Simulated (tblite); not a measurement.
Scan of F2S, singlet: map of symmetric stretch and bend. Scanned: S-F bond length and F-S-F angle.

Cartesian coordinates as functions of the variables (Å; names that start with a are angles):
```
S  0  0  0
F  r*sin(a/2)  0  r*cos(a/2)
F  -r*sin(a/2)  0  r*cos(a/2)
```

Method: GFN2-xTB, 300 K electronic temperature run with tblite.

Energy in kJ/mol above the lowest grid point; x is the S-F bond length (Å), y the F-S-F angle (°).

| y \ x | 1.36 | 1.46 | 1.54 | 1.62 | 1.70 | 1.78 | 1.86 | 1.94 | 2.02 | 2.10 | 2.16 |
|---|---|---|---|---|---|---|---|---|---|---|---|
| 180 | 648.3 | 344.5 | 213.7 | 147.6 | 125.3 | 132.5 | 158.4 | 195.7 | 238.7 | 284.0 | 318.0 |
| 173.95 | 647.1 | 344.4 | 213.9 | 147.8 | 125.5 | 132.5 | 158.4 | 195.5 | 238.5 | 283.8 | 317.7 |
| 165.32 | 630.1 | 339.0 | 212.0 | 147.2 | 125.2 | 132.1 | 157.8 | 194.7 | 237.5 | 282.6 | 316.6 |
| 156.68 | 571.8 | 310.1 | 197.4 | 139.5 | 120.6 | 128.8 | 154.9 | 192.0 | 234.9 | 280.2 | 314.2 |
| 148.04 | 507.0 | 262.7 | 162.4 | 116.3 | 106.0 | 119.0 | 147.7 | 186.3 | 230.2 | 276.1 | 310.6 |
| 139.41 | 446.7 | 217.4 | 125.6 | 85.9 | 81.3 | 100.6 | 134.6 | 176.8 | 223.0 | 270.5 | 305.9 |
| 130.77 | 393.3 | 176.6 | 92.3 | 58.0 | 57.6 | 80.0 | 117.3 | 163.3 | 213.1 | 263.3 | 300.2 |
| 122.14 | 348.5 | 142.0 | 63.8 | 34.2 | 37.4 | 62.6 | 102.0 | 149.9 | 202.0 | 255.1 | 293.9 |
| 113.50 | 313.9 | 114.9 | 41.5 | 15.7 | 21.7 | 49.2 | 90.4 | 139.7 | 193.1 | 247.5 | 287.8 |
| 104.86 | 292.5 | 97.4 | 26.9 | 3.6 | 11.7 | 40.7 | 83.2 | 133.6 | 187.8 | 243.0 | 283.8 |
| 96.23 | 289.6 | 93.1 | 22.7 | 0.0 | 8.8 | 38.5 | 81.4 | 132.1 | 186.7 | 242.1 | 283.2 |
| 85 | 332.4 | 119.9 | 41.8 | 14.4 | 20.3 | 48.1 | 89.7 | 139.3 | 193.0 | 247.7 | 288.2 |

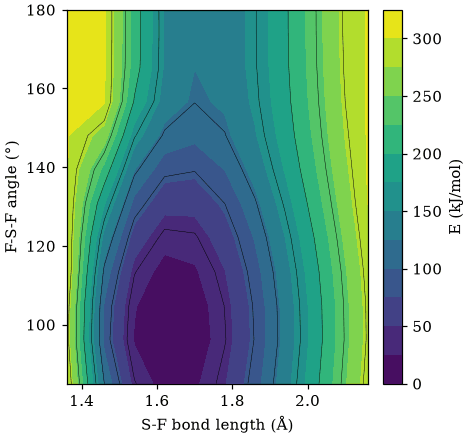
Fig. 1. Energy surface, cut off at 302 kJ/mol.

Points that lie below all their neighbours on the grid: x = 1.62, y = 96.23 (0.0 kJ/mol); x = 1.70, y = 180 on the edge of the grid (125.3 kJ/mol). The lowest path on the grid from the first to the second passes x = 1.70, y = 173.95 at 125.5 kJ/mol.
